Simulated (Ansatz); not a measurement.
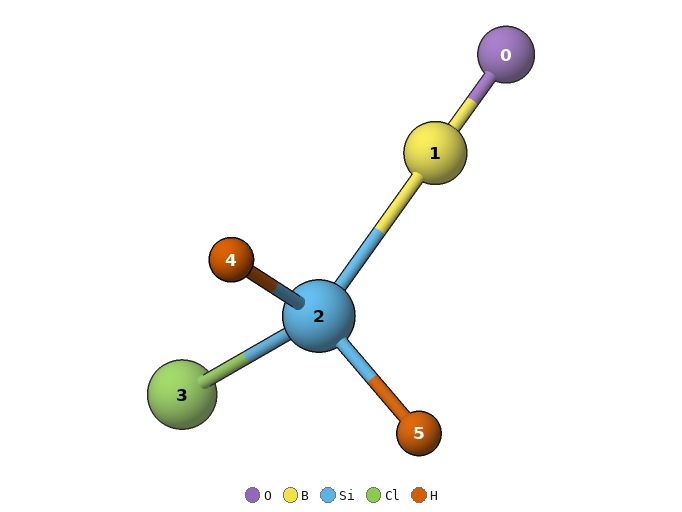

Starting geometry of the run. Atoms are numbered from 0, in the order of the input.

The calculation was set up as follows.

```yaml
crystal:
  periodic: [false, false, false]
  atoms:
    - {symbol: O, position_ang: [0.811010, -2.289756, 0.926109]}
    - {symbol: B, position_ang: [0.469285, -1.216814, 0.510058]}
    - {symbol: Si, position_ang: [-0.082260, 0.571640, -0.174985]}
    - {symbol: Cl, position_ang: [-1.944296, 0.389733, -1.002390]}
    - {symbol: H, position_ang: [0.878017, 1.014801, -1.208943]}
    - {symbol: H, position_ang: [-0.131756, 1.530395, 0.950152]}
basis:
  gaussian: {orbitals: def2-TZVPP}
hamiltonian: {xc: r2scan, dispersion: d4}
```

It was started with:

```sh
ansatz run in.yaml --threads 2 --pin off --events-out ev --progress --plain --max-ram 4352MiB
```

Result:

```
Functional definition: r2SCAN
  name "r2SCAN"
  cite "Furness, Kaplan, Ning, Perdew & Sun, J. Phys. Chem. Lett. 11, 8208 (2020) doi:10.1021/acs.jpclett.0c02405"
  cite "Furness, Kaplan, Ning, Perdew & Sun, J. Phys. Chem. Lett. 11, 9248 (2020) doi:10.1021/acs.jpclett.0c03077"
  parent r2scan
  parameter k0 = 0.174
  parameter k1 = 0.065
  parameter a1 = 4.9479
  exchange = r2scan_x(k0 = k0, k1 = k1, a1 = a1)
  correlation = r2scan_c
1020 factors; their error is unknown
mean field evaluation 1: about -23151.3738 eV, gradient 5.8e1 eV
mean field evaluation 2: about -23093.7363 eV, gradient 1.6e2 eV
mean field evaluation 4: about -23157.0165 eV, gradient 1.0e1 eV
mean field evaluation 8: about -23157.2598 eV, gradient 8.1e-2 eV
mean field evaluation 16: about -23157.2336 eV, gradient 5.3e-5 eV
mean field -23157.23355896 eV, -851.0126367551 hartree, gradient 5.3e-5 eV, S^2 0.000000; 0 other end points of the search recorded, 0 dependent functions left out
reference -23157.23357121 eV, -851.0126372053 hartree; 23, 23 occupied and 151, 151 virtual orbitals, 1020 factors
Total energy: -23157.26470456 eV, -851.0137813347 hartree
```
